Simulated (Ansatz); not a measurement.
Consider FH₇NSi₂ (SMILES F[SiH2][NH2+][SiH3]) (charge +1).

```json
{"atom": "F", "x (Å)": "-1.8820", "y (Å)": "1.9632", "z (Å)": "2.0861"}
{"atom": "N", "x (Å)": "0.1582", "y (Å)": "1.8497", "z (Å)": "0.3197"}
{"atom": "Si", "x (Å)": "-1.2223", "y (Å)": "0.8689", "z (Å)": "1.1228"}
{"atom": "Si", "x (Å)": "0.8995", "y (Å)": "1.1415", "z (Å)": "-1.2747"}
{"atom": "H", "x (Å)": "-2.1071", "y (Å)": "0.5000", "z (Å)": "0.0029"}
{"atom": "H", "x (Å)": "-0.5323", "y (Å)": "-0.2029", "z (Å)": "1.8618"}
{"atom": "H", "x (Å)": "0.9081", "y (Å)": "1.9895", "z (Å)": "1.0116"}
{"atom": "H", "x (Å)": "-0.1967", "y (Å)": "2.7989", "z (Å)": "0.1303"}
{"atom": "H", "x (Å)": "-0.1740", "y (Å)": "1.3643", "z (Å)": "-2.2687"}
{"atom": "H", "x (Å)": "2.1332", "y (Å)": "1.9304", "z (Å)": "-1.4844"}
{"atom": "H", "x (Å)": "1.1202", "y (Å)": "-0.2817", "z (Å)": "-0.9256"}
```

Geometry: PBE0-D3(BJ)/def2-SVP.

All numbers below come from isolated molecule in a Gaussian basis; Kohn-Sham density functional theory, functional PBE0 (Ansatz 0.2.0).

> What can the converged electron density and electron localisation function tell about the bonding?

Si–F (1.60 Å): the density is about 1.2 e/Å³ at the midpoint; the ELF peaks at about 0.85 in the valence shell of F, 0.6 Å from its nucleus, and is about 0.55 at the midpoint.
Si–N (1.87 Å): the density is about 0.85 e/Å³ at the midpoint; the ELF peaks at about 0.95 between the atoms: a shared but strongly polarised pair.

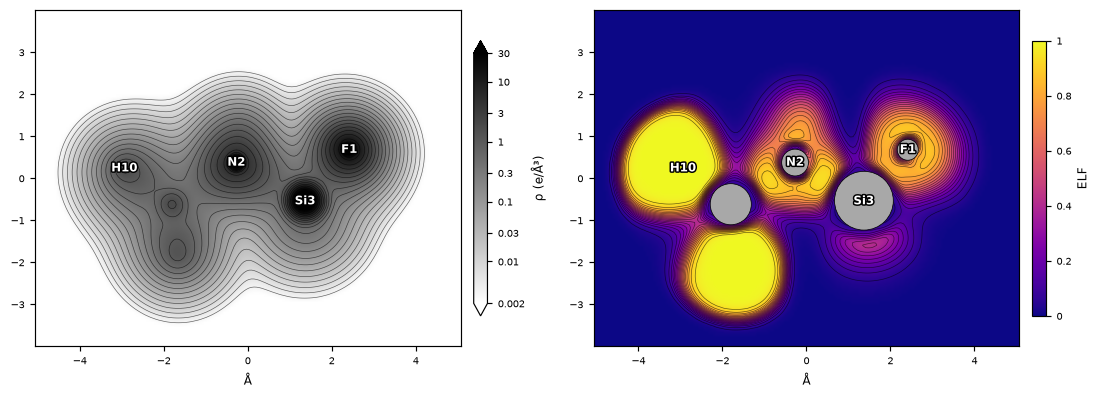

Computed electron density and electron localisation function on the plane of atoms F1, Si3 and N2, in this order. Grey discs cover the atomic cores in the ELF map. 
